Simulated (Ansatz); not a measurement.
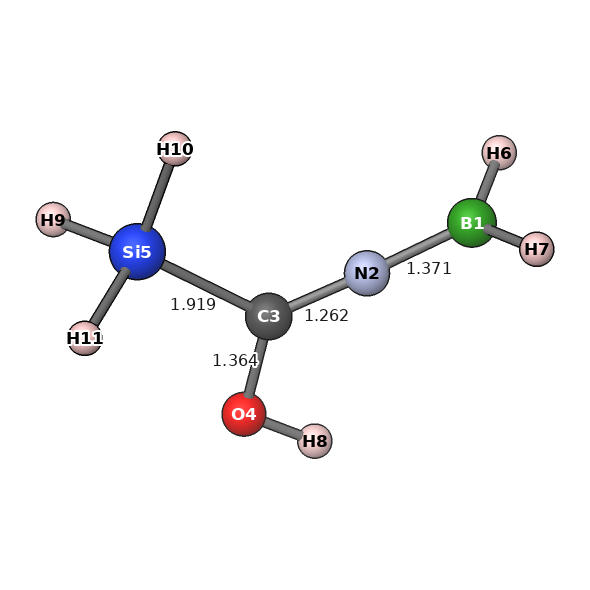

Bond lengths are marked in Å; every bond is drawn as one stick. The computed structure is the end point of a PBE-D4/def2-SVP optimisation. No frequency run is at hand to confirm it as a minimum.

**Which of the marked bonds are single, double, triple or aromatic?**

B1–N2 single; N2–C3 double; C3–O4 single; C3–Si5 single.

**Give the structure as SMILES.**

B/N=C(/O)[SiH3]
